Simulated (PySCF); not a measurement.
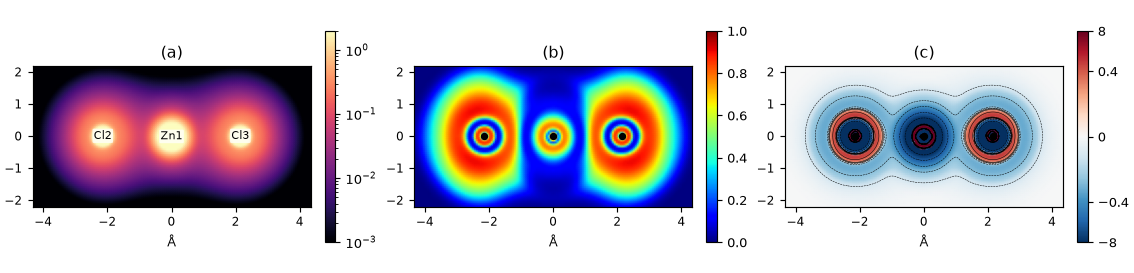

Figure. Cl₂Zn. Three fields in the molecular plane. (c): red positive, blue negative.

Computed with PySCF, CAM-B3LYP/def2-SVPD, geometry: GFN2-xTB. No frequency check shows the geometry to be a minimum. GFN2-xTB bond lengths at metals and heavier atoms can be off by up to 0.1 Å and shapes distorted, which carries into these values.

Cartesian coordinates (Å):

```
Zn1      0.0002    0.0097    0.0000
Cl2      2.1447   -0.0085    0.0000
Cl3     -2.1450   -0.0085    0.0000
```

The panels show, in some order, the negative Laplacian of the density (−∇²ρ), electron density and electron localisation function (ELF). Which is which?

Answer. (a) is the electron density: it is positive everywhere and peaks at the nuclei. (b) is the electron localisation function (ELF): it runs from 0 to 1 and is close to 1 over wide basins that fill the valence regions. (c) is the negative Laplacian of the density (−∇²ρ): shells alternate in sign around each nucleus and valence concentrations outline the bonding and non-bonding pairs.
